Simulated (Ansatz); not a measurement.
**HOSi₂ (SMILES O1[Si+]=[SiH]1) (charge +1): density, localisation and related maps**

| atom | x (Å) | y (Å) | z (Å) |
| --- | --- | --- | --- |
| O | -3.8030 | 0.9583 | 1.0118 |
| Si | -3.8170 | 2.0542 | -0.2252 |
| Si | -2.3215 | 0.3148 | 0.4813 |
| H | -2.0642 | -0.7604 | 1.4870 |

Geometry: r2SCAN-D4/def2-TZVP.

Computed with Ansatz 0.2.0, isolated molecule in a Gaussian basis; Kohn-Sham density functional theory, functional PBE0.

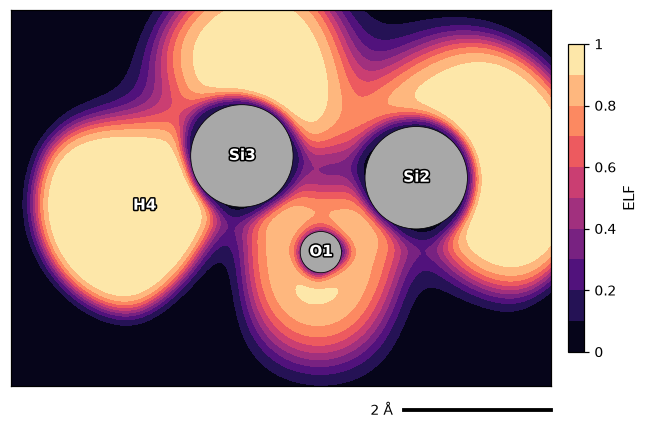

Figure 1. Electron localisation function on the molecular plane. Grey discs cover the atomic cores.

Interpret the plot.

Answer.
- Atoms in the plane: O, Si and H.
- Si–O (1.65 Å): the ELF peaks at about 0.85 between the atoms; a polar covalent bond.
- Si–Si (2.40 Å): the ELF is about 0.40 at the midpoint.
- Si–H (1.49 Å): the ELF climbs to about 1 towards the hydrogen, as it does in any bond to H.
- Si–O (1.70 Å): the ELF peaks at about 0.85 between the atoms (a polar covalent bond).
- The ELF also peaks beside O1, Si2 and Si3, away from the bonds: lone-pair regions.

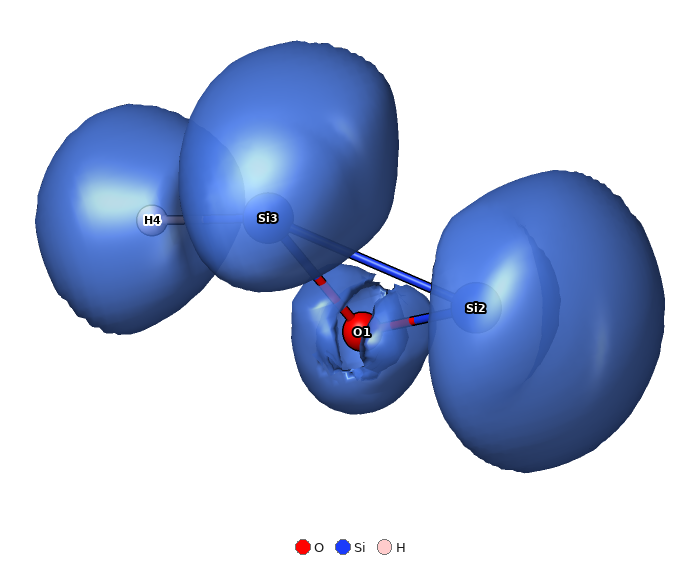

Figure 2. Isosurface of the ELF at 0.8 (blue), seen at an oblique angle. Only the valence region is drawn (cores and ρ < 0.01 e/Å³ removed).

Where are the electrons localised?

Answer. At this value the surface marks out one region around a hydrogen nucleus, two lobes on Si, pointing away from the bonds (lone pairs) and one region wrapped around O (its lone pairs, merged into a ring or cap).

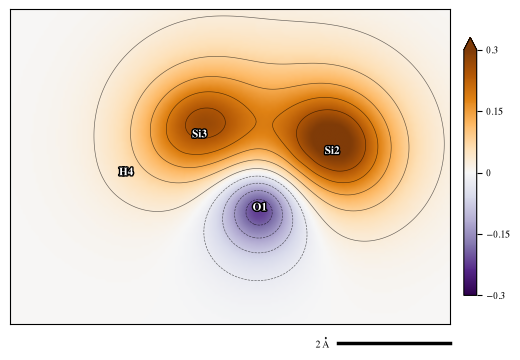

Figure 3. One frontier orbital on a plane 0.8 Å above the molecular plane (values in Å⁻³ᐟ²; the overall sign is arbitrary).

Which orbital is it: HOMO or LUMO?

Answer. The LUMO, at −8.61 eV. By Hirshfeld shares it lies mainly on Si2 (about 50 %), Si3 (about 35 %) and O1 (about 15 %); it changes sign across the molecular plane (π type); π-bonding across Si2–Si3; π-antibonding (a node) across O1–Si2 and O1–Si3.
